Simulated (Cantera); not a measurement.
Feed: 1 mol CH3SiH3, 0.56 mol HCl, 1300 mol H2, held at 285 Torr.

Method: chemical equilibrium by Gibbs-energy minimisation in Cantera with the NASA 1993 tables (ideal gas, pure condensed phases). Candidate condensed phases: C, C6H6, C7H8, C8H18, Si, SiC; 109 gas species. The feed counts by its element totals alone. Gases not in the tables: Si2H6 and higher silanes. Rates play no part.

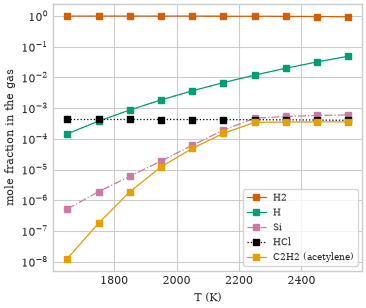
Figure: Equilibrium gas composition (values under 1e-9 drawn at 1e-9)

### Question
Read off the mole fractions at 2350 K.

### Answer
H2 about 0.98, H about 0.020, Si about 0.00054, HCl about 0.00042, C2H2 (acetylene) about 0.00035.
